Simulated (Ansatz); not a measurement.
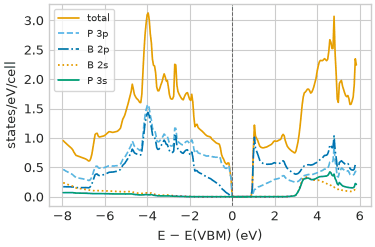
*Total and projected density of states of BP in space group P6_3/mmc (No. 194; B on 2c, P on 2d), DFT-r²SCAN+D4 in the program Ansatz with PAW potentials*

**Question.** Which orbitals carry the states next to the gap?

**Answer.** Top 1 eV of the valence band: P 3p 79 %, B 2p 21 %. Bottom 1 eV of the conduction band: B 2p 71 %, P 3p 21 %, outside the projected shells 8 %. Projections are on Löwdin-orthogonalised atomic valence shells; empty p or d shells of many metals are not among them.

**Question.** Where is the tallest occupied peak in this window, and what makes it?

**Answer.** Near -4.0 eV, about 3.1 states/eV per cell; the largest projected share is P 3p.

The start of the workflow was typed in or built on a structure type; neither database checked (COD, Materials Project) lists it. It is not the phase usual at ambient conditions (space group No. 216). The r²SCAN+D4 relaxation kept the symmetry of its start; whether a distortion lowers the energy is not shown.

Potentials: the earlier of the program's two PAW sets.
